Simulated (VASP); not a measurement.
Band structure of HfTe (relaxed from the rock salt structure, space group Fm-3m). Computed with PBEsol GGA, VASP's PBE PAW potentials (set 64) (plane waves; VASP).

Unless said otherwise, spin-orbit coupling is left out, though it shifts the bands of the heavy elements here.

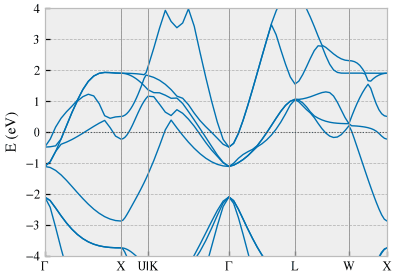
Bands along high-symmetry lines, zero at the valence-band maximum or, without a gap, the Fermi level

Question: Read the plot: is there a gap, and where are the band edges?

Answer: It has no gap at this level: it comes out as a metal or semimetal. (Edges off the drawn lines would not show.)

The structure was generated: HfTe was put into the rock salt type (Fm-3m), which need not be its known phase. It was relaxed first, which changed the volume by -39 %. VASP warned that the highest band is occupied, so more bands are needed.
